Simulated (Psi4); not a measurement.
# BP86/cc-pVTZ (sweep point 6) run of SiH2 (SMILES [SiH2])

What is the vertical electron affinity of SiH2 at BP86/cc-pVTZ (sweep point 6)? 

Program for the calculation: Psi4 1.11.

4 further runs of the same task are left out: 4 set aside as unsound or not needed.

## 1. The system as given

The species is SiH2 (3 atoms), meant as a singlet with charge 0. SMILES: `[SiH2]`. Geometry: relaxed at PBE0-D4/def2-TZVP.

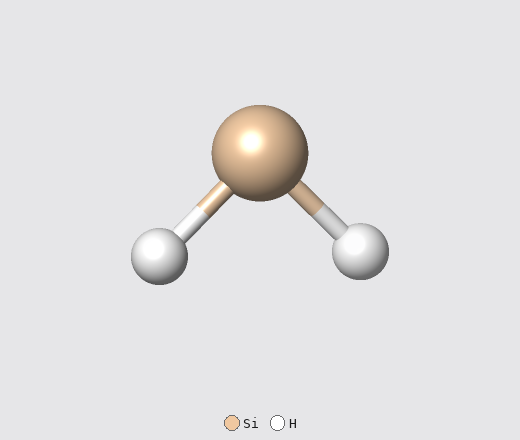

Viewed from a chosen angle; silicon light orange, hydrogen white.

## 2. The energy at BP86/cc-pVTZ (sweep point 6)

calc.inp

```
memory 1600 mb

molecule {
  Si    -0.491200     0.468600    -0.213600
  H      0.840300     0.578600     0.522500
  H     -0.349100    -1.047200    -0.308900
  symmetry c1
}

set {
  basis cc-pVTZ
  puream true
  scf_type pk
  dft_radial_points 99
  dft_spherical_points 590
}

energy('bp86')
```

Run with:

```bash
$ psi4 -i calc.inp -o calc.out -n 1
```

calc.out:

```text
[...]
  Running in c1 symmetry.
[...]
  Nuclear repulsion =    9.956246036569164
[...]
  Multiplicity = 1
[...]
  Nalpha       = 8
  Nbeta        = 8
[...]
    Number of basis functions: 62
[...]
   @RKS iter   1:  -290.59872932132754   -2.79350e-01   4.79809e-03 ADIIS/DIIS
[...]
   @RKS iter   7:  -290.64619941514968   -5.40797e-09   1.67231e-07 DIIS
[...]
    Orbital Energies [Eh]
    ---------------------
    Doubly Occupied:
       1A    -65.502185     2A     -5.085181     3A     -3.504531
       4A     -3.493499     5A     -3.490499     6A     -0.464461
       7A     -0.294815     8A     -0.218750
[...]
  @RKS Final Energy:  -290.64619941514968
   => Energetics <=
    Nuclear Repulsion Energy =              9.9562460365691638
    One-Electron Energy =                -421.7502189644250166
    Two-Electron Energy =                 142.7276626603184013
    DFT Exchange-Correlation Energy =     -21.5798891476122101
    Empirical Dispersion Energy =           0.0000000000000000
    VV10 Nonlocal Energy =                  0.0000000000000000
    Total Energy =                       -290.6461994151496810
[...]
 Multipole Moments:
 ------------------------------------------------------------------------------------
     Multipole            Electronic (a.u.)      Nuclear  (a.u.)        Total (a.u.)
 ------------------------------------------------------------------------------------
 L = 1.  Multiply by 2.5417464519 to convert [e a0] to [Debye]
 Dipole X            :         -1.3533798            1.3986185            0.0452387
 Dipole Y            :          1.1945216           -1.2344223           -0.0399007
 Dipole Z            :         -0.0000000            0.0000000           -0.0000000
 Magnitude           :                                                    0.0603208
[...]
```

Run time: 14 s. Hardware: 1 thread of Intel Xeon at 2.50GHz (Skylake/Cascade Lake), shared host; peak memory 0.73 GiB.

## 3. The doublet anion, same level

h2si.inp

```
memory 1600 MB

molecule system {
  -1 2
  Si    -0.491200     0.468600    -0.213600
  H      0.840300     0.578600     0.522500
  H     -0.349100    -1.047200    -0.308900
  symmetry c1
}

set {
  reference            uks
  puream               true
  scf_type             pk
  dft_radial_points    99
  dft_spherical_points 590
  maxiter              150
}

E, wfn = energy("bp86/cc-pVTZ", return_wfn=True)
```

Run with:

```bash
$ psi4 h2si.inp h2si.out -n 1
```

h2si.out:

```text
[...]
  Running in c1 symmetry.
[...]
  Nuclear repulsion =    9.956246036569164
[...]
  Multiplicity = 2
[...]
  Nalpha       = 9
  Nbeta        = 8
[...]
    Number of basis functions: 62
[...]
   @UKS iter   1:  -290.53525227032037   -2.15873e-01   7.29640e-03 DIIS/ADIIS
[...]
   @UKS iter   7:  -290.68619869573860   -8.66825e-08   5.96012e-07 DIIS
[...]
   @S^2 Observed:                7.553325335E-01
[...]
    Orbital Energies [Eh]
    ---------------------
    Alpha Occupied:
       1A    -65.208531     2A     -4.795250     3A     -3.209756
       4A     -3.205912     5A     -3.203276     6A     -0.212190
       7A     -0.053100     8A      0.024233     9A      0.074983
    Alpha Virtual:
      10A      0.216732    11A      0.239183    12A      0.338645
      13A      0.370217    14A      0.393324    15A      0.397544
      16A      0.398619    17A      0.420583    18A      0.428470
      19A      0.484187    20A      0.528828    21A      0.621237
      22A      0.690458    23A      0.916282    24A      0.955599
      25A      0.971024    26A      1.008264    27A      1.106757
[...]
  @UKS Final Energy:  -290.68619869573860
   => Energetics <=
    Nuclear Repulsion Energy =              9.9562460365691638
    One-Electron Energy =                -426.1758134092237356
    Two-Electron Energy =                 147.3325171825557334
    DFT Exchange-Correlation Energy =     -21.7991485056397138
    Empirical Dispersion Energy =           0.0000000000000000
    VV10 Nonlocal Energy =                  0.0000000000000000
    Total Energy =                       -290.6861986957385966
[...]
 Multipole Moments:
 ------------------------------------------------------------------------------------
     Multipole            Electronic (a.u.)      Nuclear  (a.u.)        Total (a.u.)
 ------------------------------------------------------------------------------------
 L = 1.  Multiply by 2.5417464519 to convert [e a0] to [Debye]
 Dipole X            :         -1.4249126            1.3986185           -0.0262941
 Dipole Y            :          1.2576726           -1.2344223            0.0232503
 Dipole Z            :          0.0000000            0.0000000            0.0000000
 Magnitude           :                                                    0.0350992
[...]
```

It took 15 s on 1 thread of Intel Xeon at 2.50GHz (Skylake/Cascade Lake), shared host; peak memory 0.73 GiB.

## 4. Summary of results

Level: BP86/cc-pVTZ (sweep point 6).

```
                                         quantity          value
                       singlet SiH2: total energy  -290.64620 Eh
                      singlet SiH2: dipole moment         0.15 D
                        singlet SiH2: HOMO energy       -5.95 eV
                        singlet SiH2: LUMO energy       -4.12 eV
                      singlet SiH2: HOMO–LUMO gap        1.84 eV
                      doublet anion: total energy  -290.68620 Eh
doublet anion: HOMO energy (highest over α and β)        2.04 eV
 doublet anion: LUMO energy (lowest over α and β)        3.42 eV
                              doublet anion: ⟨S²⟩          0.755
vertical electron affinity (to the doublet anion)       1.088 eV
```

**Reading.** At fixed nuclei the extra electron is bound by 1.09 eV (105 kJ/mol). The basis has no diffuse functions, so the error can be as large as this value. The HOMO (doublet anion) lies at positive energy, 2.04 eV, as semi-local functionals often give for anions; only total energies tell whether the electron is bound.
